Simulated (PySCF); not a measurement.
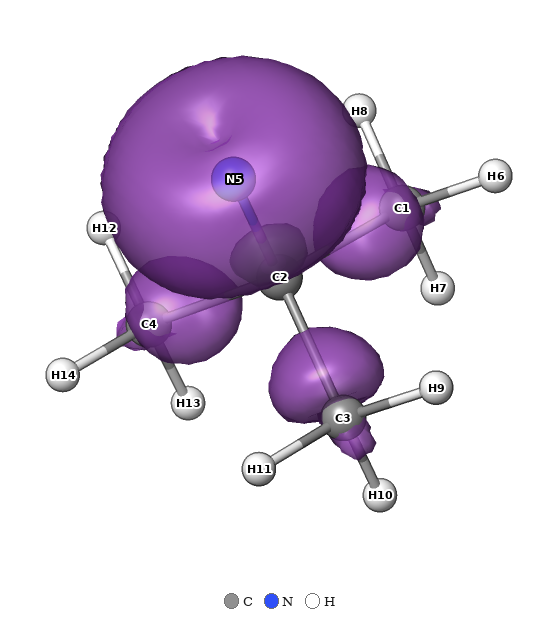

Figure. C4H9N, triplet, SMILES `CC(C)(C)[N]`. Spin density ρα − ρβ at ±0.05 e/Å³ (purple: excess α, green: excess β).

Computed with PySCF, LDA (SVWN)/6-31+G*, geometry: GFN2-xTB. No frequency check shows the geometry to be a minimum. The stability of the open-shell solution wasn't checked. GFN2-xTB doesn't know the spin state, so this open-shell geometry is rough.

Coordinates in Å:

```
C1       1.4170   -0.3362    0.3863
C2       0.0001   -0.0001   -0.1596
C3      -0.4190    1.3943    0.3875
C4      -0.9997   -1.0604    0.3837
N5       0.0018    0.0030   -1.5124
H6       2.1297    0.4038    0.0320
H7       1.3969   -0.3320    1.4730
H8       1.7231   -1.3155    0.0309
H9       0.2773    2.1498    0.0333
H10     -0.4128    1.3737    1.4742
H11     -1.4150    1.6422    0.0304
H12     -0.7151   -2.0468    0.0273
H13     -0.9864   -1.0474    1.4704
H14     -2.0008   -0.8351    0.0282
```

Give the atomic spin populations that go with this picture.

Hirshfeld spin populations: N5 +1.53, C2 +0.13 and C1, C3 and C4 +0.09. ⟨S²⟩ = 2.00, as for a pure state.
